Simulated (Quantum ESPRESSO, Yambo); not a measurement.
# Quasiparticle gap of InSe (GaSe type monolayer) in Yambo, part 3 of 3

Aim: the G0W0 gap of InSe (GaSe type monolayer) on PBEsol, step by step.

Quantum ESPRESSO 7.5 and Yambo 5.3.0; PBEsol and many-body steps on it, plane waves. Known limits of the many-body steps: not at the basis limit; no spin-orbit coupling.

So far. Step 3 (Bands along the symmetry lines): The gap is 1.825 eV, +0.004 eV from the run before at this level. Step 4 (Empty states on the mesh, 6×6×1 mesh, 166 bands): On this mesh the gap is 1.823 eV.

**6. Screening and self-energy, 6×6×1 mesh, 166 bands, screening to 108.8 eV**

G0W0 replaces the xc potential by the self-energy, built once from these orbitals. Only a window of levels is corrected, while the sums run over the empty bands that the input names.

This step: G0W0 on PBEsol, plane waves, norm-conserving pseudopotentials.

Input file gw1.in:

```
HF_and_locXC
gw0
dyson
ppa
em1d
rim_cut
rim_w
RandQpts= 3000000
RandGvec= 100 RL
CUTGeo= "slab z"
RandGvecW= 9 RL
EXXRLvcs= 104 Ry
VXCRLvcs= 416 Ry
Chimod= "HARTREE"
% BndsRnXp
 1 | 166 |
%
NGsBlkXp= 8 Ry
% LongDrXp
 1 | 1 | 0 |
%
% GbndRnge
 1 | 166 |
%
DysSolver= "n"
ExtendOut
PPAPntXp= 27.21138 eV
% QPkrange
 2 | 2 | 44 | 47 |
 1 | 1 | 44 | 47 |
%
```

Launch:

```sh
OMP_NUM_THREADS=2 mpirun -n 2 yambo -F gw1.in -J gw1 -C gw1 > gw1.log
```

The program printed:

```text
 Yambo, version 5.3.0

 [02] CORE Variables Setup
 =========================

  [... cell, symmetries and grids as in the set-up ...]

  [02.05] Energies & Occupations
  ==============================

  [X] === General ===
  [X] Electronic Temperature                        :  0.000000  0.000000 [eV K]
  [X] Bosonic    Temperature                        :  0.000000  0.000000 [eV K]
  [X] Finite Temperature mode                       : no
  [X] El. density                                   :  0.34937E+24 [cm-3]
  [X] Fermi Level                                   :  0.302991 [eV]

  [X] === Gaps and Widths ===
  [X] Conduction Band Min                           :  1.823101 [eV]
  [X] Valence Band Max                              :  0.000000 [eV]
  [X] Filled Bands                                  :   45
  [X] Empty Bands                                   :   46  166
  [X] Direct Gap                                    :  1.903116 [eV]
  [X] Direct Gap localized at k                     :  1
  [X] Indirect Gap                                  :  1.823101 [eV]
  [X] Indirect Gap between kpts                     :  2  1
  [X] Last valence band width                       :  1.082931 [eV]
  [X] 1st conduction band width                     :  1.483279 [eV]

 [03] Transferred momenta grid and indexing
 ==========================================

 IBZ Q-points                                      :   7
 BZ  Q-points                                      :   36

 K/Q-points units:
 rlu = crystal or reduced units; cc = cartesian coordinates; iku = interal k-units

 Q [1]          [rlu]:  0.000000  0.000000  0.000000
 Q [2]          [rlu]: -0.21741E-17  0.16667       0.0000
 Q [3]          [rlu]: -0.43483E-17  0.33333       0.0000
 Q [4]          [rlu]:  0.65224E-17 -0.50000       0.0000
 Q [5]          [rlu]:  0.166667  0.166667  0.000000
 Q [6]          [rlu]:  0.166667  0.333333  0.000000
 Q [7]          [rlu]:  0.333333  0.333333  0.000000

 [04] Coloumb potential Random Integration (RIM)
 ===============================================

 Performing RIM of v_slab

  [04.01] RIM initialization
  ==========================

  * Diagonal components only detected *

  8 x (sBL volume)        :  0.031708 [a.u.]
  sBZ random points       :  3000000
  Points outside the sBZ  :  24000829
  RL volume               :  0.142687 [a.u.]
  Integrated volume       :  0.142683 [a.u.]

  [04.02] RIM integrals
  =====================

  Gamma point sphere radius             :  0.037972 [a.u.]
  Points outside the sphere             :  2398884
  [Int_sBZ(q=0) 1/q^2]*(Vol_sBZ)^(-1/3) =:  7.598842
                                 should be <:  7.795600

  Summary of Coulomb integrals for non-metallic bands |Q|[au] RIM/Bare

  Q [1] 0.100000E-4 0.974760 * Q [2] 0.161720 1.055910
  Q [5] 0.280107 1.038871 * Q [3] 0.323439 1.031729
  Q [6] 0.427870 1.019748 * Q [4] 0.485159 1.015344
  Q [7] 0.560213 1.011721
  Non-periodic chartesian directions : none
  Optical renormalization            :  35.90480 [au]
  Polarizability dimension           : length

 [05] Coloumb potential CutOffslab
 =================================

 Cut directionsZ
 Slab Cutoff:Z
 Symmetry test passed : yes

 [06] Dipoles
 ============

  [06.01] Setup: observables and procedures
  =========================================

  [WARNING] [x,Vnl] slows the Dipoles computation. To neglect it rename the ns.kb_pp file

 [07] Dynamic Dielectric Matrix (PPA)
 ====================================

 [WR./gw1//ndb.pp]---------------------------------------------------------------
  Brillouin Zone Q/K grids (IBZ/BZ)                :    7   36    7   36
  RL vectors                                       :   36153 [WF]
  Coulomb cutoff potential                         : slab z
  Electronic Temperature                           :  0.000000 [K]
  Bosonic    Temperature                           :  0.000000 [K]
  PPA    diel. fun.  energies                      : Perdew, Burke & Ernzerhof SOL(X)+Perdew, Burke & Ernzerhof SOL(C)
  wavefunctions                                    : Perdew, Burke & Ernzerhof SOL(X)+Perdew, Burke & Ernzerhof SOL(C)
  Global Gauge                                     : length
  X matrix size                                    :   699
  X band range                                     :    1  166
  X e/h energy range                               : -1.000000 -1.000000 [eV]
  X Time ordering                                  : R
  X Hxc Kernel                                     : HARTREE
  X Drude frequency                                :  0.000000  0.000000
  X poles                                          :  100.0000 [o/o]
  RL vectors in the sum                            :   36153
  [r,Vnl] included                                 : yes
  Field direction                                  :  0.707107E-5  0.707107E-5   0.00000
  BZ energy Double Grid                            : no
  BZ energy DbGd points                            : 0
  BZ Q point size factor                           : -1.000000
  X Optical Averaged directions                    : none

 [08] Local Exchange-Correlation + Non-Local Fock
 ================================================

 [VXC] Plane waves :  249131
 [EXS] Plane waves :  31065

 QP @ state[ 1 ] K range:  1  2
 QP @ state[ 1 ] b range:   44   47

 [xc] Functional : Perdew, Burke & Ernzerhof SOL(X)+Perdew, Burke & Ernzerhof SOL(C)
 [xc] LIBXC used to calculate xc functional
  PP Number of Atomic Species                      :  2
  NLCC RL compoments                               :  249131
  PP Number of Atomic Species                      :  2
  NLCC RL compoments                               :  249131

 [xc] E_xc :  -82.50188 [Ha]
      E_xc :  -165.0038 [Ry]

  Local XC kind (lXC) : Perdew, Burke & Ernzerhof SOL(X)+Perdew, Burke & Ernzerhof SOL(C)
  Non-Local XC kind (nlXC) : Hartree-Fock

  Corrections @ K [1] :  [eV]
 <44|nlXC|44> = -17.03026  0.85797E-17 <44|lXC|44> = -14.88339  0.18882E-15
 <45|nlXC|45> = -14.52349  0.38966E-17 <45|lXC|45> = -12.57173 -0.18882E-15
 <46|nlXC|46> = -8.979432  0.23770E-17 <46|lXC|46> = -12.44237  0.94408E-16
 <47|nlXC|47> = -7.552136 -0.20064E-17 <47|lXC|47> = -11.62377 -0.94408E-16

  Corrections @ K [2] :  [eV]
 <44|nlXC|44> = -16.84786 -0.31408E-17 <44|lXC|44> = -14.59035 -0.18882E-15
 <45|nlXC|45> = -14.76069 -0.64485E-17 <45|lXC|45> = -12.85085 -0.12195E-27
 <46|nlXC|46> = -9.549984  0.23637E-18 <46|lXC|46> = -13.36646  0.14161E-15
 <47|nlXC|47> = -6.737610 -0.11333E-17 <47|lXC|47> = -10.92475  0.37763E-15

 [09] Dyson equation: Newton solver
 ==================================

  [09.01] RIM-W interpolation
  ===========================

  [WARNING] RIM-W works only for 2D semiconductors with slab cutoff
  Found compatible q grid: 2D
  q_min[ 1 ]:  0.16667      0.55899E-11   0.0000     [rlu]
   0.166667  0.083333  0.000000 [iku]
  q_min[ 2 ]:  0.21741E-17  0.16667       0.0000     [rlu]
   0.21741E-17  0.16667       0.0000     [iku]
  G-vectors :   9
  G-vectors loaded:   63
  Number of interpolated frequencies:  2

  Evaluating coefficients q = 0
  Evaluating coefficients q = 0

  [09.02] RIM-W integrals
  =======================

  8 x (sBL volume)        :  0.031708 [a.u.]
  sBZ random points       :  3000000
  Points outside the sBZ  :  24000829
  RL volume               :  0.142687 [a.u.]
  Integrated volume       :  0.142683 [a.u.]

  [09.03] RIM integrals
  =====================

  Comparison between head Wc = W - v averages: < Wc > [au] RIM-W/RIM

   < -Wc [Q = 1] > 0.287736E-1 0.346039E-4 * < -Wc [Q = 2] > 0.004438 0.004272
   < -Wc [Q = 3] > 0.824466E-3 0.810031E-3 * < -Wc [Q = 4] > 0.287677E-3 0.284797E-3
   < -Wc [Q = 5] > 0.001192 0.001168 * < -Wc [Q = 6] > 0.407044E-3 0.403451E-3
   < -Wc [Q = 7] > 0.199533E-3 0.198606E-3

  Comparison between head Wc = W - v averages: < Wc > [au] RIM-W/RIM

   < -Wc [G = 1,G`=0] > 0.287736E-1 0.346039E-4 * < -Wc [G = 2,G`=0] >-0.001896 0.000000
   < -Wc [G = 3,G`=0] >-0.001896 0.000000 * < -Wc [G = 4,G`=0] >-0.833570E-4  0.00000
   < -Wc [G = 5,G`=0] >-0.833570E-4  0.00000 * < -Wc [G = 6,G`=0] > 0.190583E-3  0.00000
   < -Wc [G = 7,G`=0] > 0.190583E-3  0.00000 * < -Wc [G = 8,G`=0] >-0.148362E-4  0.00000
   < -Wc [G = 9,G`=0] >-0.148362E-4  0.00000

 [10] G0W0 (W PPA)
 =================

 [  GW  ] Bands range     :    1  166
 [GW/PPA] G damping       :  0.100000 [eV]

 QP @ state[ 1 ] K range:  1  2
 QP @ state[ 1 ] b range:   44   47

  Sc/G bands                                       :    1  166
  Sc/G damping                                     :  0.100000 ev
  Sc bands terminator                              : no
  Sx RL components                                 :  31065

  QP @ state[ 1 ] K range                          :  1  2
  QP @ state[ 1 ] b range                          :   44   47
  GF energies kind                                 : Perdew, Burke & Ernzerhof SOL(X)+Perdew, Burke & Ernzerhof SOL(C)
  GF WF`s kind                                     : Perdew, Burke & Ernzerhof SOL(X)+Perdew, Burke & Ernzerhof SOL(C)
  Xs energies kind                                 : Perdew, Burke & Ernzerhof SOL(X)+Perdew, Burke & Ernzerhof SOL(C)
  Xs WF`s kind                                     : Perdew, Burke & Ernzerhof SOL(X)+Perdew, Burke & Ernzerhof SOL(C)

 [14] Game Over & Game summary
```

Wall time 28 min (2 MPI ranks of Arm Neoverse V2, shared host); peak memory 4 GiB; 86 min of CPU time.

Numbers from this step:

```yaml
g0w0_gap_on_the_points_computed: 3.244 eV
starting_gap_on_the_mesh: 1.823 eV
k_of_the_valence_top: 0, 0.1667, 0
k_of_the_conduction_bottom: 0, 0, 0
least_direct_g0w0_gap_on_the_computed_points: 3.314 eV
z_at_the_valence_top: 0.7758
z_at_the_conduction_bottom: 0.7906
```

The gap on the mesh goes from 1.82 eV to 3.24 eV, a correction of +1.42 eV.

Limits: finite bands, cutoff and mesh; no spin-orbit coupling. v1 is the top filled band, c1 the lowest empty one. Levels before and after the correction, in eV, zero at the valence-band top of each column:

```tsv
	conduction bottom	valence top
Kohn-Sham	1.82	0.00
G0W0	3.24	0.00
```

```tsv
	level	energy (eV)
Kohn-Sham	Γ v2	-0.245
Kohn-Sham	Γ v1	-0.080
Kohn-Sham	Γ c1	1.823
Kohn-Sham	Γ c2	2.994
Kohn-Sham	(0 0.167 0) v2	-0.540
Kohn-Sham	(0 0.167 0) v1	0.000
Kohn-Sham	(0 0.167 0) c1	2.779
Kohn-Sham	(0 0.167 0) c2	3.633
G0W0	Γ v2	-0.071
G0W0	Γ v1	-0.110
G0W0	Γ c1	3.244
G0W0	Γ c2	4.424
G0W0	(0 0.167 0) v2	-0.408
G0W0	(0 0.167 0) v1	0.000
G0W0	(0 0.167 0) c1	4.356
G0W0	(0 0.167 0) c2	5.013
```

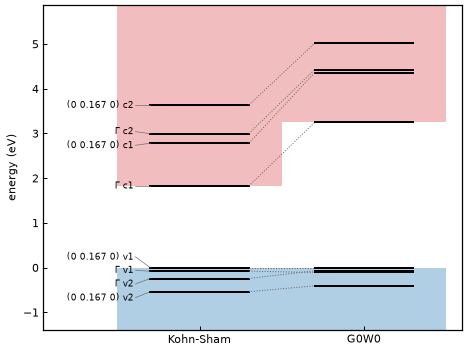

Levels before and after the correction. Shaded: valence and conduction bands.

**7. Where the time went**

Times are wall times on the hardware named with each run, good to a factor of about two.

```tsv
step	time	share	memory (GiB)
ground state	94 s	5 %	1.6
bands along the symmetry lines	46 s	2 %	1.2
empty states on the mesh	99 s	5 %	2.2
conversion and set-up	4.1 s	0 %	0.31
screening and self-energy	28 min	87 %	4.0
```

**8. Outcome**

* PBEsol gap: 1.82 eV, indirect
* G0W0 gap on the mesh: 3.24 eV
* GW settings: 6×6×1 mesh, 166 bands, screening to 108.8 eV, Godby-Needs plasmon pole
* known limits: not at the basis limit; no spin-orbit coupling

What this shows: G0W0 moves the gap on the mesh from 1.82 eV to 3.24 eV (+1.42 eV), with Z of 0.78 and 0.79 at the edges. Only 2 of the mesh's irreducible points were corrected, so a valley elsewhere could overtake. The dearest step here is «screening and self-energy». Against experiment, by G0W0@PBEsol: the direct gap of 3.31 eV lies +0.47 eV from the measured 2.84 ± 0.05 eV (exciton, 300 K, 2019). An exciton line or allowed optical edge lies below the quasiparticle gap by the binding energy; a forbidden edge can push the onset above it. The computed sheet is free-standing; a substrate or cover screens it further and lowers both gap and binding, while the exciton line moves little. The calculation has static nuclei and no excitons; a measured gap holds zero-point and thermal motion, which mostly lowers it. Bands and cutoff are finite, so the gap is not at the basis limit. The miss can reach some tenths of an eV and take either sign; the mesh is an error of its own. In the G0W0 run levels were corrected at 2 k points alone, so a gap called «on the mesh» is the least over those, and an edge elsewhere would be missed. The many-body steps are scalar-relativistic: spin-orbit coupling is not in them.

[Paths, hosts, dates, memory and timing lines, banners, echoed tables and standing remarks are left out of the program output.]

[Logs are printed without paths, hosts, clocks, repeated set-up lines and the standing remarks that a program may print on its own settings, such as how far it seeks lower states.]

[Runs of the session that timed out or met a known fault of the program may be left out.]

[Hosts, paths, dates, database ids (printed as entryN), source tags and the programs' standing remarks are cut or masked in the printed files.]
